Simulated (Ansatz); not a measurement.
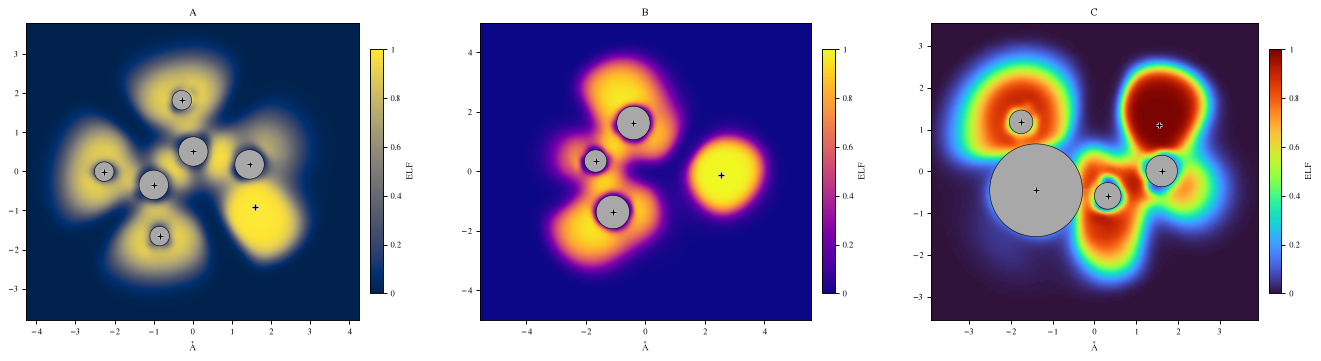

The ELF of 3 systems, each on a plane through atoms (crosses mark nuclei in the plane; grey discs cover the cores).

The calculation used RKS PBE0-D4/def2-TZVPP in Ansatz.

System 1: CH$_{4}$FMoNO$_{2}$ (SMILES C[N]=[Mo](=[O])([OH])[F]), the plane of atoms C1, N2 and Mo3. Geometry: PBE0-D4/def2-TZVP; core potentials replace the inner electrons of Mo.

| atom | x (Å) | y (Å) | z (Å) |
| --- | --- | --- | --- |
| C | -1.2189 | -0.8327 | -0.9479 |
| N | -0.4731 | 0.0737 | -0.1490 |
| Mo | 0.7399 | 0.3883 | 1.0259 |
| O | 1.4210 | -1.0890 | 1.4285 |
| O | 2.0352 | 1.5060 | 0.2528 |
| F | -0.0779 | 1.1846 | 2.4977 |
| H | -0.8676 | -1.8624 | -0.8157 |
| H | -2.2786 | -0.7804 | -0.6794 |
| H | -1.1275 | -0.5605 | -2.0042 |
| H | 1.9306 | 1.9211 | -0.6059 |

System 2: C$_{3}$H$_{3}$F$_{3}$, the plane of atoms C1, C2 and F3. Geometry: PBE0-D4/def2-TZVP.

```xyz
9

C    -0.1682   -0.9289    0.6965
C     0.3375   -0.0505   -0.3762
F     1.2482   -0.6014   -1.1948
C    -0.0126    1.2045   -0.6059
F     0.4638    1.9500   -1.5737
F    -0.8930    1.8606    0.1213
H     0.6537   -1.2599    1.3372
H    -0.6413   -1.8176    0.2698
H    -0.8994   -0.4032    1.3089
```

System 3: CH$_{8}$S$_{2}$Si$_{2}$, the plane of atoms S3, C4 and S5. Geometry: PBE0-D4/def2-TZVP.

```yaml
atoms:
  - { symbol: Si, position_ang: [-2.0257, -0.5520, -0.1194] }
  - { symbol: Si, position_ang: [0.1357, -1.4441, 0.0828] }
  - { symbol: S, position_ang: [1.6708, -0.3695, -0.9622] }
  - { symbol: C, position_ang: [1.8495, 1.0698, 0.1225] }
  - { symbol: S, position_ang: [0.3431, 1.9934, 0.4887] }
  - { symbol: H, position_ang: [-2.0997, 0.3536, -1.2957] }
  - { symbol: H, position_ang: [-2.9935, -1.6669, -0.3360] }
  - { symbol: H, position_ang: [-2.4306, 0.1813, 1.1068] }
  - { symbol: H, position_ang: [0.1946, -2.7895, -0.5493] }
  - { symbol: H, position_ang: [0.5262, -1.5624, 1.5166] }
  - { symbol: H, position_ang: [2.2376, 0.7607, 1.0942] }
  - { symbol: H, position_ang: [2.5881, 1.7177, -0.3484] }
  - { symbol: H, position_ang: [0.0244, 2.2733, -0.7856] }
```

Match each panel to its system.

Answer. Panel A is system 2, C$_{3}$H$_{3}$F$_{3}$: the plane holds C, F and H. C–F (1.31 Å): the ELF peaks at about 0.85 between the atoms; a shared but strongly polarised pair. Panel B is system 3, CH$_{8}$S$_{2}$Si$_{2}$: the plane holds S, C and H. C–S (1.80 Å): the ELF peaks at about 0.90 between the atoms, as expected for a covalent bond. Panel C is system 1, CH$_{4}$FMoNO$_{2}$: the plane holds C, N, Mo, O and H. C–N (1.42 Å): the ELF peaks at about 0.90 between the atoms; localised, covalent bonding.
